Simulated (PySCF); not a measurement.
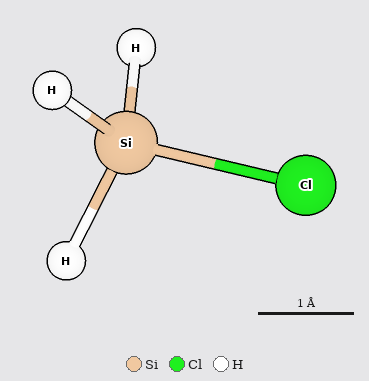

Fig. 1: The input geometry (ball-and-stick view, seen at a tilt). Bond lengths as drawn: Cl–Si 2.05 Å and H–Si 1.48 Å.

**Property calculation of SiH₃Cl (part 1 of 2)**

The run: property calculation of SiH₃Cl, SMILES [SiH3]Cl. Method and program: BLYP/cc-pVTZ-F12, RKS, dispersion D3M(BJ), IEF-PCM solvent pyridine (PySCF 2.14.0).

The geometry comes from this level: PBE0-D4/def2-TZVP.

### The input (calc.py)
```python
import numpy
from pyscf import gto, scf, dft, lo, solvent

system = gto.M(
    atom='''
Si    -0.211649     0.035149    -0.058393
Cl     3.473884    -0.970374     0.623421
H     -1.796941    -0.922753     2.039203
H     -1.010437    -1.106813    -2.484801
H     -0.360560     2.825896    -0.197854
''',
    max_memory=1860,
    unit='bohr',
    verbose=4,
    basis='cc-pvtz-f12',
)

mf = dft.RKS(system)
mf.xc = 'blyp'
mf = mf.density_fit(auxbasis='cc-pvdz-jkfit')
mf = mf.PCM()
mf.with_solvent.method = 'IEF-PCM'
mf.with_solvent.eps = 12.978  # pyridine
mf.disp = 'd3bjm'
mf.kernel()

energy = mf.e_tot
print('Final energy', energy)
mf.analyze()
quad = mf.quad_moment()
occ = mf.mo_coeff[:, mf.mo_occ > 0]
iaos = lo.vec_lowdin(lo.iao.iao(system, occ), mf.get_ovlp())
c = iaos.T @ mf.get_ovlp() @ occ
pop_iao, q_iao = scf.hf.mulliken_pop(lo.iao.reference_mol(system), (c * mf.mo_occ[mf.mo_occ > 0]) @ c.T, numpy.eye(c.shape[0]), verbose=0)
print('IAO charges', numpy.round(q_iao, 4))
```

Run as:
```bash
OMP_NUM_THREADS=1 python calc.py
```

### The program's output
```
PySCF version 2.14.0

[INPUT] num. atoms = 5
[INPUT] num. electrons = 34
[INPUT] charge = 0
[INPUT] spin (= nelec alpha-beta = 2S) = 0
[INPUT] symmetry False subgroup None
[INPUT] Mole.unit = bohr
[INPUT] Symbol           X                Y                Z      unit          X                Y                Z       unit  Magmom
[INPUT]  1 Si    -0.111999827514   0.018600049787  -0.030900244877 AA   -0.211649000000   0.035149000000  -0.058393000000 Bohr   0.0
[INPUT]  2 Cl     1.838300246180  -0.513499806869   0.329900186009 AA    3.473884000000  -0.970374000000   0.623421000000 Bohr   0.0
[INPUT]  3 H     -0.950900226568  -0.488299858908   1.079099756040 AA   -1.796941000000  -0.922753000000   2.039203000000 Bohr   0.0
[INPUT]  4 H     -0.534700233470  -0.585700216350  -1.314900062871 AA   -1.010437000000  -1.106813000000  -2.484801000000 Bohr   0.0
[INPUT]  5 H     -0.190800135169   1.495399763630  -0.104699827889 AA   -0.360560000000   2.825896000000  -0.197854000000 Bohr   0.0

nuclear repulsion = 86.3372142270091
number of shells = 17
number of NR pGTOs = 240
number of NR cGTOs = 178
basis = cc-pvtz-f12
ecp = {}

******** <class 'pyscf.solvent._attach_solvent.PCMDFRKS'> ********
method = PCMDFRKS
initial guess = minao
damping factor = 0
level_shift factor = 0
DIIS = <class 'pyscf.scf.diis.CDIIS'>
diis_start_cycle = 1
diis_space = 8
diis_damp = 0
SCF conv_tol = 1e-09
SCF conv_tol_grad = None
SCF max_cycles = 50
direct_scf = False
XC library pyscf.dft.libxc version 7.0.0
    S. Lehtola, C. Steigemann, M. J.T. Oliveira, and M. A.L. Marques.,  SoftwareX 7, 1–5 (2018)
XC functionals = blyp
    A. D. Becke.,  Phys. Rev. A 38, 3098 (1988)
    C. Lee, W. Yang, and R. G. Parr.,  Phys. Rev. B 37, 785 (1988)
    B. Miehlich, A. Savin, H. Stoll, and H. Preuss.,  Chem. Phys. Lett. 157, 200 (1989)
radial grids:
    Treutler-Ahlrichs [JCP 102, 346 (1995); DOI:10.1063/1.469408] (M4) radial grids

becke partition: Becke, JCP 88, 2547 (1988); DOI:10.1063/1.454033
pruning grids: <function nwchem_prune>
grids dens level: 3
symmetrized grids: False
atomic radii adjust function: <function treutler_atomic_radii_adjust>
small_rho_cutoff = 0
******** <class 'pyscf.solvent.pcm.PCM'> (In testing) ********

WARN: PCM is an experimental feature. It is still in testing.
Features and APIs may be changed in the future.

lebedev_order = 29 (302 grids per sphere)
eps = 12.978
frozen = False
Set gradient conv threshold to 3.16228e-05
Initial guess from minao.
tot grids = 67488
PCM E_diel = -0.000166641751626216
Solvent Energy = -0.000166641751626216
Calc dispersion correction with DFTD3.
Parameters: xc=blyp, version=d3bjm, atm=False
init E= -751.50206000952
  HOMO = -0.317709384955674  LUMO = -0.0522377752714966  gap/eV = 7.22385
PCM E_diel = -0.00190966543434286
Solvent Energy = -0.00190966543434286
cycle= 1 E= -751.564176079223  delta_E= -0.0621  |g|= 0.26  |ddm|= 2.17
  HOMO = -0.241375906521905  LUMO = -0.0297975475938262  gap/eV = 5.75734
PCM E_diel = -0.000413430527152859
Solvent Energy = -0.000413430527152859
cycle= 2 E= -751.556986357965  delta_E= 0.00719  |g|= 0.32  |ddm|= 0.831
  HOMO = -0.275883367471556  LUMO = -0.0342703095050557  gap/eV = 6.57463
PCM E_diel = -0.00168712233027869
Solvent Energy = -0.00168712233027869
cycle= 3 E= -751.57907477448  delta_E= -0.0221  |g|= 0.0498  |ddm|= 0.373
  HOMO = -0.276691866387369  LUMO = -0.0363530896100156  gap/eV = 6.53995
PCM E_diel = -0.00121936838785804
Solvent Energy = -0.00121936838785804
cycle= 4 E= -751.579544774896  delta_E= -0.00047  |g|= 0.0117  |ddm|= 0.0733
  HOMO = -0.276741897142994  LUMO = -0.0359810395072733  gap/eV = 6.55144
PCM E_diel = -0.00130295753270844
Solvent Energy = -0.00130295753270844
cycle= 5 E= -751.579573489176  delta_E= -2.87e-05  |g|= 0.0031  |ddm|= 0.0113
  HOMO = -0.277000539216539  LUMO = -0.0361210186520411  gap/eV = 6.55467
PCM E_diel = -0.00130010092226851
Solvent Energy = -0.00130010092226851
cycle= 6 E= -751.579575395628  delta_E= -1.91e-06  |g|= 0.000722  |ddm|= 0.00362
  HOMO = -0.276887521305107  LUMO = -0.0360623710264062  gap/eV = 6.55319
PCM E_diel = -0.00129845678021113
Solvent Energy = -0.00129845678021113
cycle= 7 E= -751.579575519601  delta_E= -1.24e-07  |g|= 0.000101  |ddm|= 0.00121
  HOMO = -0.276895244777239  LUMO = -0.0360723632512899  gap/eV = 6.55312
PCM E_diel = -0.00129783190442463
Solvent Energy = -0.00129783190442463
cycle= 8 E= -751.579575522663  delta_E= -3.06e-09  |g|= 9.02e-06  |ddm|= 0.000143
  HOMO = -0.276894919960786  LUMO = -0.036072001013945  gap/eV = 6.55313
PCM E_diel = -0.00129784868734084
Solvent Energy = -0.00129784868734084
cycle= 9 E= -751.579575522679  delta_E= -1.63e-11  |g|= 2.07e-06  |ddm|= 9.46e-06
  HOMO = -0.276894932800951  LUMO = -0.0360718286400702  gap/eV = 6.55313
PCM E_diel = -0.00129787767127638
Solvent Energy = -0.00129787767127638
Extra cycle  E= -751.57957552268  delta_E= -6.82e-13  |g|= 2.48e-06  |ddm|= 5.04e-06
converged SCF energy = -751.57957552268
Final energy -751.5795755226796
**** SCF Summaries ****
Total Energy =                        -751.579575522679647
Nuclear Repulsion Energy =              86.337214227009071
One-electron Energy =                -1210.444950202843529
Two-electron Energy =                  372.538465216932252
Two-electron Coulomb Energy =          422.826569723932437
DFT Exchange-Correlation Energy =      -50.288104507000192
HOMO-LUMO gap [eV] =                     6.553130449856393
Empirical Dispersion Energy =           -0.009006886106280
**** MO energy ****
MO #1   energy= -100.712187809306  occ= 2
MO #2   energy= -65.482671795908   occ= 2
MO #3   energy= -9.17048135556591  occ= 2
MO #4   energy= -6.9982389789466   occ= 2
MO #5   energy= -6.99253837156115  occ= 2
MO #6   energy= -6.99253672923279  occ= 2
MO #7   energy= -5.08046257589123  occ= 2
MO #8   energy= -3.50041350155408  occ= 2
MO #9   energy= -3.49639840368241  occ= 2
MO #10  energy= -3.49639803156025  occ= 2
MO #11  energy= -0.752977197316735 occ= 2
MO #12  energy= -0.488813535912847 occ= 2
MO #13  energy= -0.350548647830339 occ= 2
MO #14  energy= -0.335958362621763 occ= 2
MO #15  energy= -0.335951796951208 occ= 2
MO #16  energy= -0.276900818192186 occ= 2
MO #17  energy= -0.276894932800951 occ= 2
MO #18  energy= -0.0360718286400702 occ= 0
MO #19  energy= -0.0135507435099821 occ= 0
MO #20  energy= 0.0153638131178118 occ= 0
MO #21  energy= 0.0153670603024435 occ= 0
MO #22  energy= 0.0175664938889832 occ= 0
MO #23  energy= 0.0175728021666525 occ= 0
MO #24  energy= 0.0283029365548708 occ= 0
MO #25  energy= 0.0400427073432989 occ= 0
MO #26  energy= 0.0652731173311564 occ= 0
MO #27  energy= 0.0652741534630292 occ= 0
MO #28  energy= 0.101110239044874  occ= 0
MO #29  energy= 0.119665964577041  occ= 0
MO #30  energy= 0.128987191066489  occ= 0
MO #31  energy= 0.128988843937501  occ= 0
MO #32  energy= 0.161163492236464  occ= 0
MO #33  energy= 0.161169417570272  occ= 0
MO #34  energy= 0.167457187894956  occ= 0
MO #35  energy= 0.214928736041329  occ= 0
MO #36  energy= 0.214930330848272  occ= 0
MO #37  energy= 0.228298580962447  occ= 0
MO #38  energy= 0.267822895614132  occ= 0
MO #39  energy= 0.267829705223933  occ= 0
MO #40  energy= 0.286445943198865  occ= 0
MO #41  energy= 0.315235194992974  occ= 0
MO #42  energy= 0.329875157224305  occ= 0
MO #43  energy= 0.329876676208507  occ= 0
MO #44  energy= 0.363312176523536  occ= 0
MO #45  energy= 0.39897523734136   occ= 0
MO #46  energy= 0.39898087383473   occ= 0
MO #47  energy= 0.405629398914493  occ= 0
MO #48  energy= 0.47273270482629   occ= 0
MO #49  energy= 0.472735177556827  occ= 0
MO #50  energy= 0.489455651719376  occ= 0
MO #51  energy= 0.504564097844313  occ= 0
MO #52  energy= 0.504571571930468  occ= 0
MO #53  energy= 0.524317904184699  occ= 0
MO #54  energy= 0.6088503316388    occ= 0
MO #55  energy= 0.608853051006513  occ= 0
MO #56  energy= 0.636713916672314  occ= 0
MO #57  energy= 0.636723109680387  occ= 0
MO #58  energy= 0.666008007671156  occ= 0
MO #59  energy= 0.711653900091395  occ= 0
MO #60  energy= 0.762554545589647  occ= 0
MO #61  energy= 0.76256157979016   occ= 0
MO #62  energy= 0.795259316724078  occ= 0
MO #63  energy= 0.802221370457655  occ= 0
MO #64  energy= 0.820197939786961  occ= 0
MO #65  energy= 0.820202900490716  occ= 0
MO #66  energy= 0.852140007830469  occ= 0
MO #67  energy= 0.85280742243091   occ= 0
MO #68  energy= 0.85282356161683   occ= 0
MO #69  energy= 0.897453119133707  occ= 0
MO #70  energy= 0.897462490887182  occ= 0
MO #71  energy= 0.948890127277181  occ= 0
MO #72  energy= 1.00948000550874   occ= 0
MO #73  energy= 1.03559991879937   occ= 0
MO #74  energy= 1.03560790724263   occ= 0
MO #75  energy= 1.04280801614464   occ= 0
MO #76  energy= 1.08367882340524   occ= 0
MO #77  energy= 1.10099927550275   occ= 0
MO #78  energy= 1.10100258034593   occ= 0
MO #79  energy= 1.13505543049333   occ= 0
MO #80  energy= 1.13505737066177   occ= 0
MO #81  energy= 1.21397808401973   occ= 0
MO #82  energy= 1.27456227104525   occ= 0
MO #83  energy= 1.27456787190312   occ= 0
MO #84  energy= 1.31518522024447   occ= 0
MO #85  energy= 1.32076547032718   occ= 0
MO #86  energy= 1.37535250983537   occ= 0
MO #87  energy= 1.37535945483017   occ= 0
MO #88  energy= 1.43686024964575   occ= 0
MO #89  energy= 1.43686139272553   occ= 0
MO #90  energy= 1.48703546168464   occ= 0
MO #91  energy= 1.56372152676897   occ= 0
MO #92  energy= 1.56373326820138   occ= 0
MO #93  energy= 1.60426262307851   occ= 0
MO #94  energy= 1.60428288059412   occ= 0
MO #95  energy= 1.61493113413911   occ= 0
MO #96  energy= 1.67640878453668   occ= 0
MO #97  energy= 1.67641362934256   occ= 0
MO #98  energy= 1.68954730031709   occ= 0
MO #99  energy= 1.72910338638999   occ= 0
MO #100 energy= 1.72915417182114   occ= 0
MO #101 energy= 1.74113524145119   occ= 0
MO #102 energy= 1.84465865495189   occ= 0
MO #103 energy= 1.84467261055705   occ= 0
MO #104 energy= 1.85500400444403   occ= 0
MO #105 energy= 1.86319293043661   occ= 0
MO #106 energy= 1.86320352035981   occ= 0
MO #107 energy= 1.87137925352416   occ= 0
MO #108 energy= 1.89442545235823   occ= 0
MO #109 energy= 2.0425942290919    occ= 0
MO #110 energy= 2.07660642475528   occ= 0
MO #111 energy= 2.07661507126577   occ= 0
MO #112 energy= 2.15321132655616   occ= 0
MO #113 energy= 2.15321837930131   occ= 0
MO #114 energy= 2.29289869256882   occ= 0
MO #115 energy= 2.34228916908504   occ= 0
MO #116 energy= 2.34229060448096   occ= 0
MO #117 energy= 2.35819743364916   occ= 0
MO #118 energy= 2.39952199516188   occ= 0
MO #119 energy= 2.5068743167574    occ= 0
MO #120 energy= 2.50690166159843   occ= 0
MO #121 energy= 2.51746820558491   occ= 0
MO #122 energy= 2.66825038755472   occ= 0
MO #123 energy= 2.72346355207376   occ= 0
MO #124 energy= 2.72346834972888   occ= 0
MO #125 energy= 2.79363103680422   occ= 0
MO #126 energy= 2.79366941056177   occ= 0
MO #127 energy= 2.93511036564567   occ= 0
MO #128 energy= 2.95000785034985   occ= 0
MO #129 energy= 2.95002317995249   occ= 0
MO #130 energy= 3.06021669304889   occ= 0
MO #131 energy= 3.07036138639961   occ= 0
MO #132 energy= 3.12776207126194   occ= 0
MO #133 energy= 3.14472303044773   occ= 0
MO #134 energy= 3.14472450751224   occ= 0
MO #135 energy= 3.16342041054849   occ= 0
MO #136 energy= 3.1634220432644    occ= 0
MO #137 energy= 3.35831136266781   occ= 0
MO #138 energy= 3.95969497118852   occ= 0
MO #139 energy= 4.27231354402895   occ= 0
MO #140 energy= 4.27235799166049   occ= 0
MO #141 energy= 4.31420761013509   occ= 0
MO #142 energy= 4.31421705303748   occ= 0
MO #143 energy= 4.5016289298565    occ= 0
MO #144 energy= 4.50163436996215   occ= 0
MO #145 energy= 4.79790114842017   occ= 0
MO #146 energy= 4.9424888458207    occ= 0
MO #147 energy= 4.99514111724359   occ= 0
MO #148 energy= 4.99516523529253   occ= 0
MO #149 energy= 5.09265497692872   occ= 0
MO #150 energy= 5.0926771607905    occ= 0
MO #151 energy= 5.13390947571514   occ= 0
MO #152 energy= 5.49780549603323   occ= 0
MO #153 energy= 5.4978323375613    occ= 0
MO #154 energy= 5.65900033471386   occ= 0
MO #155 energy= 5.67013173597425   occ= 0
MO #156 energy= 5.67015287744627   occ= 0
MO #157 energy= 6.14592270174668   occ= 0
MO #158 energy= 7.51619046228018   occ= 0
MO #159 energy= 7.67210673916667   occ= 0
MO #160 energy= 7.67216313199391   occ= 0
MO #161 energy= 9.10840290539512   occ= 0
MO #162 energy= 9.10842028674133   occ= 0
```
